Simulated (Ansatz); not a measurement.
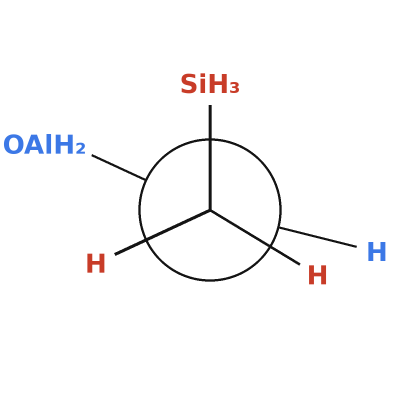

A Newman projection along the Si–B bond, silicon in front; angles are drawn as computed, but eclipsed bonds slightly apart. The computed structure is the end point of a PBE-D4/def2-SVP optimisation. No frequency run is at hand to confirm it as a minimum.

Which molecule is it?

AlBH8OSi2, [AlH2][O]B[SiH2][SiH3]

What is the torsion angle from the front SiH3 to the back OAlH2? The sign is positive where the front bond must turn clockwise to cover the back bond.

−65°, synclinal (gauche).
